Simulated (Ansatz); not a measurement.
Electronic density of states of amorphous In9Ga9Zn9O38Si, density 5.71 g/cm³, on a 2×2×2 Γ-centred mesh with a Gaussian width of 0.1 eV; energies count from the Fermi level, whose place inside the gap is arbitrary. Cell and mesh are small, so fine structure isn't converged. The numbers are results of PBE, scalar-relativistic without spin-orbit coupling (plane waves to 420 eV, PAW; Ansatz, an electronic-structure program), not measurements. Sampling: a 2×2×2 Γ-centred mesh; Fermi-Dirac width 0.02 eV; no spin polarisation. At PBE the levels at the filled edge of the gap are localised (band-tail or defect states).

Preparation: random packing, a CHGNet melt and quench, and a DFT relaxation. O atoms were pushed apart under 1.9 Å during the dynamics, to hinder bonds among them. The hot cell started wider than the set density and was brought back towards it in steps. It is the lowest in DFT energy of 2 quenches. It is a model cell: composition and starting density were chosen by hand, and all elements were melted together. No dispersion term was used. Its density started from a set value of 5.71 and ended at 5.71 g/cm³. Cooling (nominally 210 K/ps over its main leg) ran many orders faster than in experiment, which tends to leave more defects and strain. Values belong to this one cell and scatter from quench to quench. The volume was held where the preparation left it and the shape relaxed, at a PBE pressure of -0.6 GPa (tension). Stress components on the final sampling reach 0.9 GPa. Cycles of charging lowered its energy after that relaxation.

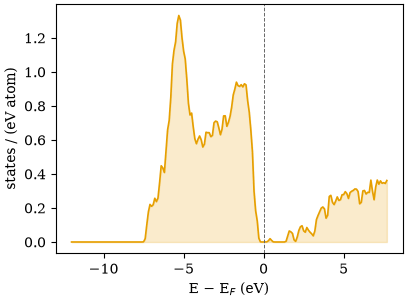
Figure: Density of states per atom

The level gap on this mesh is 0.84 eV; the broadening fills part of it in the curve.
